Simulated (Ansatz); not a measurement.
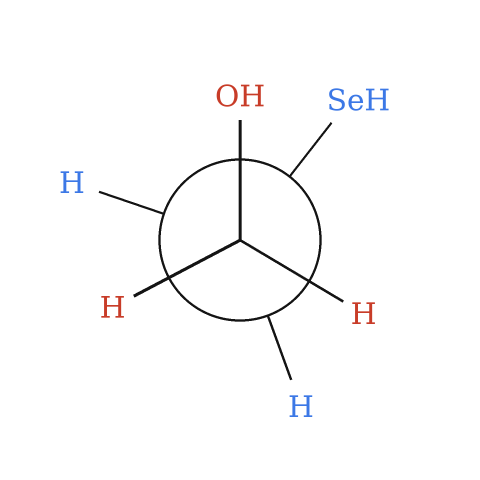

A Newman projection along the Si–Si bond, silicon in front; angles are drawn as computed, but eclipsed bonds slightly apart. The computed structure is the end point of a PBE-D4/def2-SVP optimisation. No frequency run is at hand to confirm it as a minimum.

Which molecule is it?

H6OSeSi2, O[SiH2][SiH2][SeH]

What is the torsion angle from the front OH to the back SeH? The sign is positive where the front bond must turn clockwise to cover the back bond.

38°, synclinal (gauche).
